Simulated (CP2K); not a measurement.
Consider chloroacetonitrile at its PBE geometry (Å).

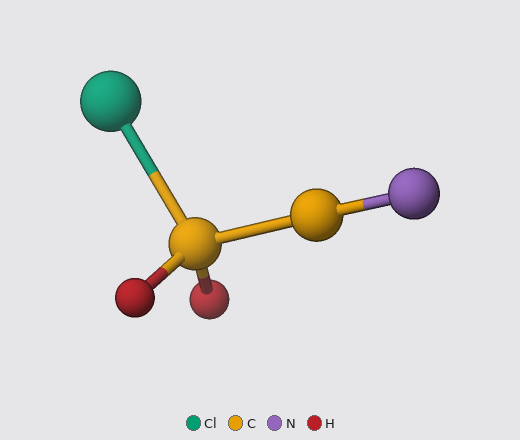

The molecule (chlorine teal, carbon orange, nitrogen purple, hydrogen red).

```xyz
6

Cl   -1.3312    1.3798   -0.0378
C    -0.4201   -0.1724    0.0012
C     1.0175    0.0497    0.0020
N     2.1703    0.2103    0.0082
H    -0.7202   -0.7133    0.9064
H    -0.7162   -0.7540   -0.8801
```

Method: CP2K XAS_TDP, all-electron GAPW, PBEh(45%), aug-pc-1, TDA, GW2X-corrected core level, no relativity.

Question: Where do the C K-edge lines lie, and how strong are they?

Leading lines: C2 289.13 eV and C3 288.35 eV. The leading line of an atom is its first one with 35 % of the strongest within 2.5 eV of its lowest line over the strength cut. Core ionisation energies at this level: C2 294.87 and C3 293.98 eV.

The first six lines of each atom with a strength over 0.0015:

| atom | energy (eV) | states | strength, one atom | above the computed threshold |
| --- | --- | --- | --- | --- |
| C2 (bonded to C, Cl and 2 H) | 289.13 | 1 | 0.0500 |  |
|  | 291.91 | 2 | 0.0170 |  |
|  | 293.33 | 1 | 0.0159 |  |
|  | 293.47 | 1 | 0.0408 |  |
|  | 293.51 | 1 | 0.0194 |  |
|  | 294.06 | 1 | 0.0024 |  |
| C3 (bonded to C and N) | 288.35 | 1 | 0.0452 |  |
|  | 288.76 | 1 | 0.0579 |  |
|  | 291.24 | 1 | 0.0049 |  |
|  | 292.55 | 1 | 0.0132 |  |
|  | 293.38 | 1 | 0.0028 |  |
|  | 293.85 | 1 | 0.0038 |  |

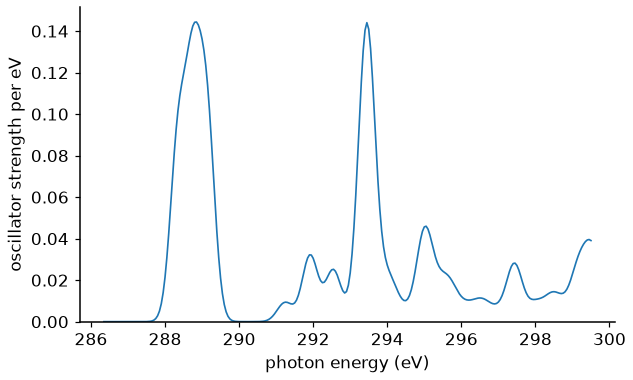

All atoms added, broadened by 0.5 eV.

Lines are vertical, at one geometry, with no vibrational structure. GW2X ionisation energies and lines can be off by 1 to 2 eV either way, and a good line position may hide errors that cancel. These values hold no scalar relativity, about 0.1 eV for C 1s. Rydberg lines, and the discretised continuum above threshold, depend on the basis and the box.

[Banner, clock and machine lines of the logs are left out without a mark of their own.]

[Logs are printed without paths, hosts, clocks, repeated set-up lines and the standing remarks that a program may print on its own settings, such as how far it seeks lower states.]

[Hosts, paths, dates, database ids (printed as entryN), source tags and the programs' standing remarks are cut or masked in the printed files.]
